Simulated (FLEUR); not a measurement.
# Convergence study of the basis cutoff for InP (R3m, 2 atoms in the cell)

```yaml
crystal:
  lattice:
    - [0.00000, 2.92619, 2.92619]
    - [2.92619, 0.00000, 2.92619]
    - [2.92619, 2.92619, 0.00000]
  atoms:
    - { symbol: In, position: [0.00493, 0.00493, 0.00493] }
    - { symbol: P, position: [0.25000, 0.25000, 0.25000] }
```

Computed with LDA (Perdew-Zunger), all-electron FLAPW (FLEUR), scalar-relativistic valence.

Base settings: Kmax = 4.6 1/bohr; GmaxXC = 18.4 1/bohr; xcFunctional = pz; jspins = 1; l_soc = F; mode = hist; fermiSmearingEnergy = 0.00073499 Htr; mesh (inpgen div1-3) = 3 3 3; inpgen gamma flag = false; Gmax = 18.4 1/bohr.

Moved along: Gmax, GmaxXC.

The second cell is the first with its lattice scaled by 0.98.

The mesh stays at the base's, so the ladder's end is converged at best in this setting alone.

Only quantities that move along the ladder and can be compared are tabulated; the gap is left out on so coarse a mesh.

Core times come from one kind of shared machine, to one figure; runs under 30 s give none.

The starting cell has typed, rounded lattice constants, without a prior relaxation at this level. Its lattice was rescaled by up to half a per cent. One atom was moved a little off its site on purpose. Values depend on the basis (sphere radii, cutoffs, local orbitals), which need not be converged.

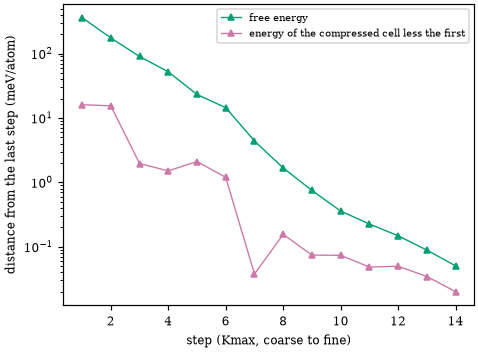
*Distance from the last step along the ladder; very small values are drawn at a floor.*

```tsv
Kmax	free energy less the last step's (meV/atom)	energy of the compressed cell less the first (meV/atom)	core time / last (rough)
2.72 1/bohr	361.93	38.23	–
2.91 1/bohr	174.98	37.60	–
3.09 1/bohr	90.03	24.15	–
3.25 1/bohr	52.05	20.69	–
3.41 1/bohr	23.13	24.29	–
3.56 1/bohr	14.42	21.00	–
3.85 1/bohr	4.39	22.15	–
4.11 1/bohr	1.67	22.35	0.08
4.36 1/bohr	0.75	22.27	0.10
4.6 1/bohr	0.36	22.26	0.1
4.82 1/bohr	0.23	22.24	0.2
5.04 1/bohr	0.15	22.24	0.2
5.34 1/bohr	0.09	22.23	0.2
5.63 1/bohr	0.05	22.21	0.3
6.09 1/bohr	0.00	22.19	1
```

Coarsest Kmax that holds the energy of the compressed cell less the first within 1 meV/atom of the last step, with all finer ones: 3.85 1/bohr; the step before is off by 1.2 meV/atom.

Coarsest Kmax that holds the free energy within 5 meV/atom of the last step, with all finer ones: 3.85 1/bohr; the step before is off by 14 meV/atom.

The energy difference between the two cells stays within 1 meV/atom of the last step's from 3.85 1/bohr on, the total only from 4.36 1/bohr on: much of the error is common to both cells and cancels.
